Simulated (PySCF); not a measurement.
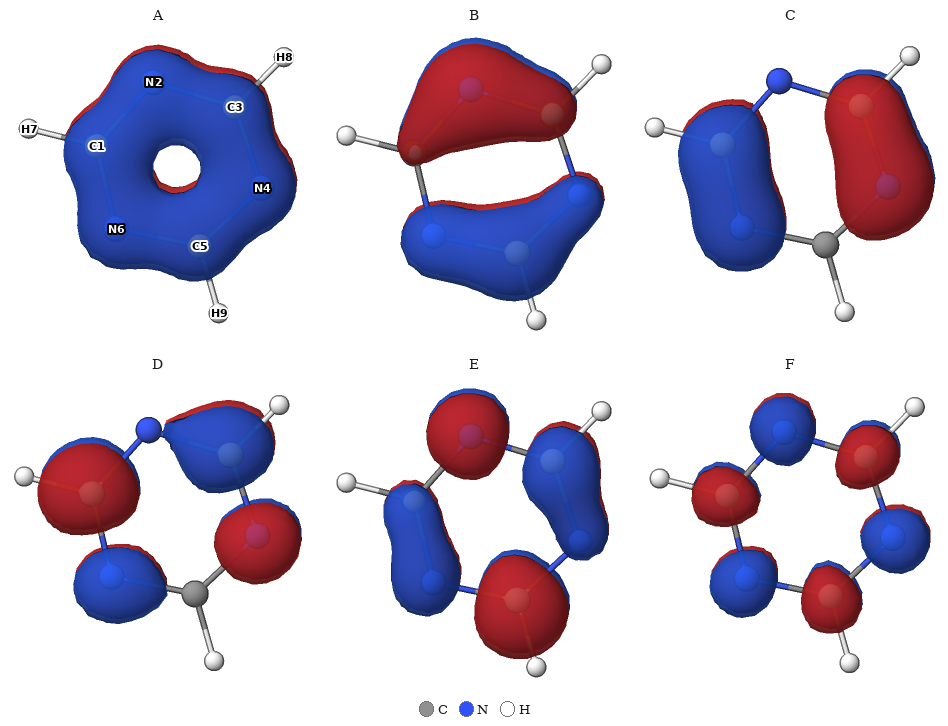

Figure. C₃H₃N₃, SMILES `c1ncncn1`. Natural orbitals of the π active space, CASSCF(6,6), singlet state, in order of falling occupation.

PySCF calculation, 6-311+G** basis, gas phase; geometry: GFN2-xTB. No frequency check shows the geometry to be a minimum.

What are the natural occupation numbers?

A 1.96, B 1.91, C 1.91, D 0.09, E 0.09, F 0.04.

How multiconfigurational is the state?

The leading determinant weighs 0.89; the effective number of unpaired electrons, Σ n²(2−n)², is 0.14; the most occupied of the weakly occupied orbitals holds 0.09 e, as in an ordinary closed-shell π system. The active space lowers the energy by 2.13 eV against Hartree–Fock.

Where does the lowest triplet lie relative to the singlet, at this geometry and within this active space?

5.28 eV above it by strongly contracted NEVPT2 (+4.51 eV by CASSCF); a small basis tends to put such gaps a few tenths of an eV too high. This is a vertical energy for π states alone; a state that uses lone pairs or σ orbitals may lie lower.
